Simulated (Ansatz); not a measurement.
Consider LiF in the rock salt structure (space group Fm-3m, No. 225; a = 3.990 Å).

It is then changed as follows: every lattice vector is stretched by 1.34 %; the atoms relax in the strained cell.

All numbers come from r2SCAN/PAW in Ansatz (an electronic-structure program), no spin-orbit coupling.

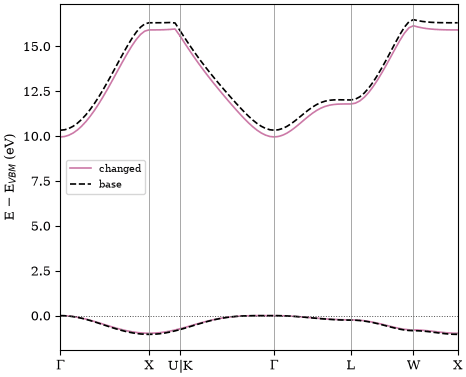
Highest valence and lowest conduction band along the path, each from its own valence-band maximum

**Question.** Read the changed gap and its character from the plot.

**Answer.** About 10.0 eV, direct at Γ.

Semilocal Kohn–Sham gaps tend to fall short of experiment. Whether these cells are dynamically stable was not tested.
